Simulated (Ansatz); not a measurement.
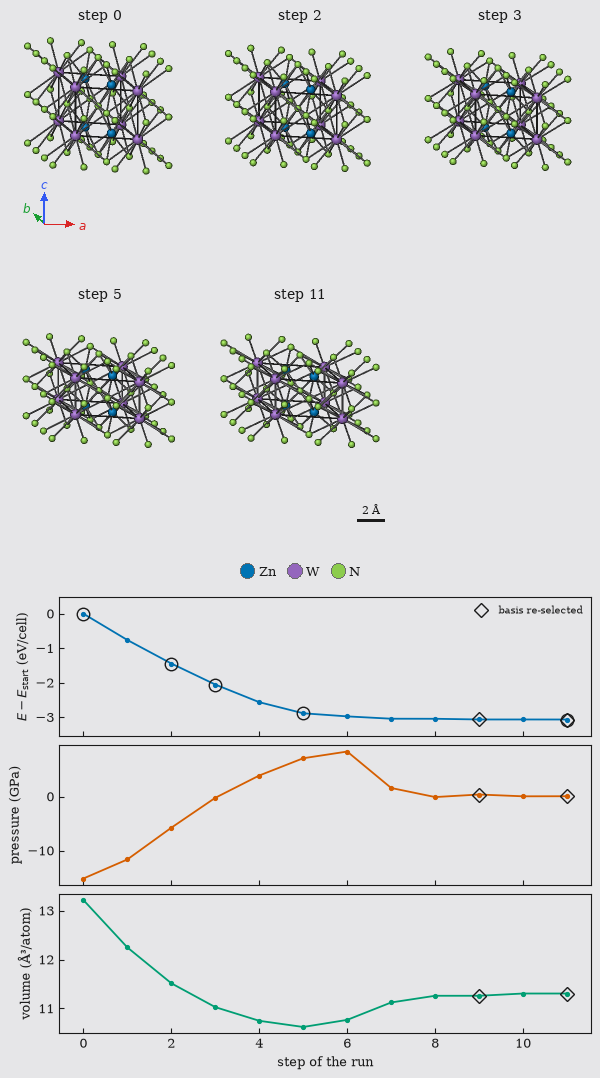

Frames of a relaxation of crystalline Zn2WN3 (a generated structure, set up in P6/mmm) (coarse preliminary run), marked on the history of the run. The picture is a ball-and-stick view of the cell of the calculation, seen slightly off an axis.

Computed with DFT PBE, scalar-relativistic, plane waves, PAW (Ansatz).

The input:
```yaml
crystal:
  lattice:
    - [4.90537059, 0.0, 0.0]
    - [-2.45268529, 4.24817555, 0.0]
    - [0.0, 0.0, 3.80579229]
  atoms:
    - { symbol: Zn, position: [0.33333333, 0.66666667, 0.0] }
    - { symbol: Zn, position: [0.66666667, 0.33333333, 0.0] }
    - { symbol: W, position: [0.0, 0.0, 0.0] }
    - { symbol: "N", position: [0.5, 0.0, 0.5] }
    - { symbol: "N", position: [0.5, 0.5, 0.5] }
    - { symbol: "N", position: [0.0, 0.5, 0.5] }
basis:
  ecutwfc: 420
kpoints:
  mp_grid: { grid: [6, 6, 4] }
hamiltonian:
  xc: pbe
scf:
  occupations: { method: gaussian, width: 0.1 }
  lower_state_search: "off"
output:
  forces: true
  stress: true
  eigenvalues: true
  populations: true
magnetization:
  spin_polarized: true
relax:
  adjacent_minimum: "off"
  f_tol: 0.04
  max_steps: 70
  cell: { stress_tol: 0.4 }
```

Command:
```bash
ansatz run input.yaml --threads 1 --pin off --max-ram 2048MiB --backend cpu --events-out ev --progress --plain --runs-dir out
```

Question: What happens along the run?

Answer: Over 9 accepted moves (11 points after the start) the energy falls by 3.067 eV per cell of the calculation. All forces vanish by symmetry, so only the cell relaxes. Pressure: −15.16 GPa at the start and 0.05 GPa at the end. At 2 points the geometry stayed and the basis and grid were re-selected for the new cell (energy shift of 20.3 meV per cell of the calculation at most each time). No atom moves by more than 0.005 Å relative to the cell. Cell: a = b 4.905 → 5.288 Å (+7.8 %), c 3.806 → 2.801 Å (−26.4 %). Volume −14.5 %. Some distances before and after: W3–W3 3.806 → 2.801 Å, Zn1–N4 2.372 → 2.072 Å, Zn1–W3 2.832 → 3.053 Å, W3–N4 3.104 → 2.992 Å. Among the angles between lasting bonds that change: Zn1–N5–Zn2 73.3° → 94.9°, Zn1–N5–Zn1 106.7° → 85.1°, N4–Zn1–N4 106.7° → 85.1°. The space group stays P6/mmm (No. 191). The run took 2.2 min on 1 thread of Intel(R) Xeon(R) Platinum 8488C (Sapphire Rapids), with other jobs on the host, peak memory 0.5 GiB. From step 0 to 2: volume −12.9 %, energy −1.444 eV per cell of the calculation. From step 2 to 3: volume −4.2 %, energy −0.609 eV per cell of the calculation. From step 3 to 5: volume −3.7 %, energy −0.833 eV per cell of the calculation. From step 5 to 11: volume +6.4 %, energy −0.181 eV per cell of the calculation.

Limits of the set-up: the k-point mesh is coarse for a cell with partly filled bands.
